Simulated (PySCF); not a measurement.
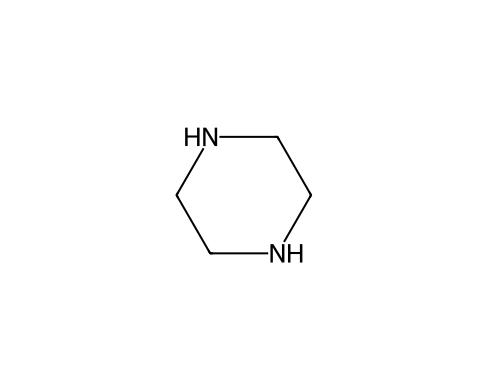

The geometry was computed by an optimisation with PBE0-D3(BJ)/def2-SVP. No frequency run is at hand to confirm it as a minimum. Program: PySCF 2.14.0.

Compare HOMO–LUMO gap (eV), lowest singlet excitation (eV) at these levels: CAM-B3LYP/def2-SVPD; LC-wPBE/def2-SVPD; PBE0/6-31G*; PBE0/def2-SVP; PBE0/def2-TZVP; ωB97X-D/def2-SVPD.

```json
{"level": "CAM-B3LYP/def2-SVPD", "HOMO–LUMO gap (eV)": "8.51", "lowest singlet excitation (eV)": "5.54"}
{"level": "LC-wPBE/def2-SVPD", "HOMO–LUMO gap (eV)": "10.90", "lowest singlet excitation (eV)": "6.23"}
{"level": "PBE0/6-31G*", "HOMO–LUMO gap (eV)": "7.97", "lowest singlet excitation (eV)": "6.58"}
{"level": "PBE0/def2-SVP", "HOMO–LUMO gap (eV)": "7.27", "lowest singlet excitation (eV)": "5.98"}
{"level": "PBE0/def2-TZVP", "HOMO–LUMO gap (eV)": "6.82", "lowest singlet excitation (eV)": "5.57"}
{"level": "ωB97X-D/def2-SVPD", "HOMO–LUMO gap (eV)": "10.00", "lowest singlet excitation (eV)": "5.81"}
```
